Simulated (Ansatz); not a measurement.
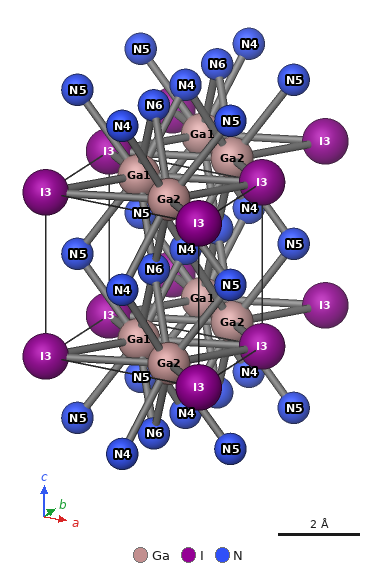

Starting structure of a crystal of Ga2IN3 (a generated structure, set up in P6/mmm) (coarse preliminary run). A ball-and-stick model of the cell of the calculation, repeated 1 × 2 × 1 with one cell outlined, seen slightly off an axis.

Level of theory: Ansatz, DFT PBE, scalar-relativistic, plane waves, PAW.

Input
```yaml
crystal:
  lattice:
    - [5.55969552, 0.0, 0.0]
    - [-2.77984776, 4.81483756, 0.0]
    - [0.0, 0.0, 4.178141]
  atoms:
    - { symbol: Ga, position: [0.33333333, 0.66666667, 0.0] }
    - { symbol: Ga, position: [0.66666667, 0.33333333, 0.0] }
    - { symbol: I, position: [0.0, 0.0, 0.0] }
    - { symbol: "N", position: [0.5, 0.0, 0.5] }
    - { symbol: "N", position: [0.0, 0.5, 0.5] }
    - { symbol: "N", position: [0.5, 0.5, 0.5] }
basis:
  ecutwfc: 420
kpoints:
  mp_grid: { grid: [6, 6, 4] }
hamiltonian:
  xc: pbe
scf:
  occupations: { method: gaussian, width: 0.1 }
  lower_state_search: "off"
output:
  forces: true
  stress: true
  eigenvalues: true
relax:
  adjacent_minimum: "off"
  f_tol: 0.04
  max_steps: 70
  cell: { stress_tol: 0.4 }
```

Run as
```bash
ansatz run input.yaml --threads 1 --pin off --max-ram 2048MiB --backend cpu --events-out ev --progress --plain --runs-dir out
```

Where does the relaxation end?

Answer. No atom moves by more than 0.005 Å relative to the cell. The volume changes by −30.3 %, with a = b 5.560 → 5.637 Å (+1.4 %), c 4.178 → 2.833 Å (−32.2 %). Near-neighbour distances that change, for instance: I3–I3 4.178 → 2.833 Å, Ga1–N4 2.634 → 2.157 Å, Ga1–I3 3.210 → 3.255 Å. The space group stays P6/mmm (No. 191). Over 10 accepted moves (12 points after the start) the energy falls by 970 meV per atom. All forces vanish by symmetry, so only the cell relaxes. Pressure: −14.09 GPa at the start and 0.01 GPa at the end. At 2 points the geometry stayed and the basis and grid were re-selected for the new cell (energy shift of 1.9 meV per atom at most each time). The run took 2.9 min on 1 thread of Arm Neoverse N1, with other jobs on the host, peak memory 0.45 GiB.

The structure at the end:

```xyz
6
Lattice="5.6370 0.0000 0.0000 -2.8185 4.8818 0.0000 0.0000 0.0000 2.8330" Properties=species:S:1:pos:R:3 pbc="T T T"
Ga    0.0000    3.2545    0.0000
Ga    2.8185    1.6273    0.0000
I     0.0000    0.0000    0.0000
N     2.8185    0.0000    1.4165
N    -1.4093    2.4409    1.4165
N     1.4093    2.4409    1.4165
```

After the run, drawn alike:

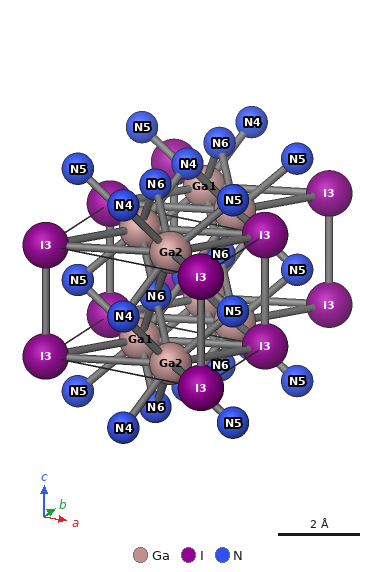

Limits of the set-up: the k-point mesh is coarse for a cell with partly filled bands.
